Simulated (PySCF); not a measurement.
# Ways to converge the SCF of AsO2

The same problem is solved with other solver options, one edit a run.

Method: each script names its method and basis; program: PySCF 2.14.0.

## 1. Where the work starts

AsO2: 3 atoms, charge 0, spin multiplicity 2.

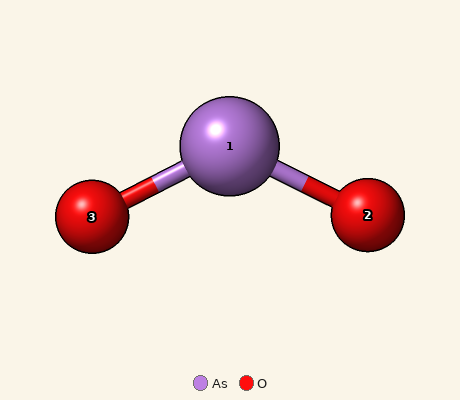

The starting geometry (arsenic purple, oxygen red); atoms are numbered from 1 in the order of the file.

## 2. The run that the others are compared with

Input file input.py:

```python
from pyscf import gto, scf, mp

mol = gto.M(
    atom='As 0.2195 0 0; O -0.514 0 1.4516; O -0.514 0 -1.4516',
    basis='x2c-svpall',
    charge=0,
    spin=1,
    verbose=3,
)
mf = scf.UHF(mol)
mf = mf.sfx2c1e()
mf.kernel()
mp.MP2(mf, frozen=11).kernel()
mf.dip_moment()
print('orbital energies (hartree):', [e[max(0, n-3):n+3].round(4) for e, n in zip(mf.mo_energy, mol.nelec)])
```

Command:

```bash
> OMP_NUM_THREADS=1 python input.py
```

The log of this run is left out.

In short: E(SCF) = -2408.228960 Eh, E(MP2) − E(SCF) = -0.61512 Eh, ⟨S²⟩ = 0.819, μ = 2.53 D (of the SCF density).

## 3. Convergence threshold 1e-11 hartree

Edit 1 changes convergence threshold: default → 1e-11 hartree.

input.py: that of step 2 with these lines changed.

```diff
@@ -11,2 +11,3 @@
 mf = mf.sfx2c1e()
+mf.conv_tol = 1e-11
 mf.kernel()
```

Command:

```bash
> OMP_NUM_THREADS=1 python input.py
```

Output:

```text
WARN: HOMO -0.283555535053687 >= LUMO -0.283555535053687

converged SCF energy = -2408.22896040662  <S^2> = 0.81897824  2S+1 = 2.0678281
E(UMP2) = -2408.84408247045  E_corr = -0.615122063829119
E(SCS-UMP2) = -2408.80495376923  E_corr = -0.57599336260675
Dipole moment(X, Y, Z, Debye):  2.52783, -0.00000,  0.00000
orbital energies (hartree): [array([-0.5267, -0.513 , -0.4726,  0.011 ,  0.1632,  0.2087]), array([-0.5394, -0.4819, -0.432 , -0.0349,  0.0323,  0.1791])]
```

Run time: 2.7 s. Hardware: 1 thread of Arm Neoverse N1, shared host.

Result: E(SCF) = -2408.228960 Eh (no change), E(MP2) − E(SCF) = -0.61512 Eh, ⟨S²⟩ = 0.819, μ = 2.53 D (of the SCF density).

## 4. Point-group symmetry on

Edit 2 changes point-group symmetry: off → on.

input.py: that of step 2 with these lines changed.

```diff
@@ -7,2 +7,3 @@
     spin=1,
+    symmetry=True,
     verbose=3,
```

Command:

```bash
> OMP_NUM_THREADS=1 python input.py
```

Output:

```text
converged SCF energy = -2408.22896040662  <S^2> = 0.81897741  2S+1 = 2.0678273
E(UMP2) = -2408.84408269507  E_corr = -0.615122288452578
E(SCS-UMP2) = -2408.80495399564  E_corr = -0.575993589023563
Dipole moment(X, Y, Z, Debye):  2.52783,  0.00000,  0.00000
orbital energies (hartree): [array([-0.5267, -0.513 , -0.4726,  0.011 ,  0.1632,  0.2087]), array([-0.5394, -0.4819, -0.432 , -0.0349,  0.0323,  0.1791])]
```

Wall time 2.6 s (1 thread of Arm Neoverse N1, shared host).

Result: E(SCF) = -2408.228960 Eh (no change), E(MP2) − E(SCF) = -0.61512 Eh, ⟨S²⟩ = 0.819, μ = 2.53 D (of the SCF density).

## 5. All runs together

| run | E(SCF) (hartree) | from base (eV) | gap, α spin (eV) | SCF dipole (D) | after the SCF |
| --- | --- | --- | --- | --- | --- |
| base | -2408.228960 | 0 | 13.16 | 2.53 | MP2 correlation -16.738 eV, core frozen |
| convergence threshold 1e-11 hartree | -2408.228960 | 0.0000 | 13.16 | 2.53 | MP2 correlation -16.738 eV, core frozen |
| point-group symmetry on | -2408.228960 | 0.0000 | 13.16 | 2.53 | MP2 correlation -16.738 eV, core frozen |

Wall time on 1 thread of Arm Neoverse N1, shared host, start-up included: base 2.6 s; convergence threshold 1e-11 hartree 2.7 s; point-group symmetry on 2.6 s.

The SCF energy stays the same, to the digits that matter, with convergence threshold 1e-11 hartree or point-group symmetry on.
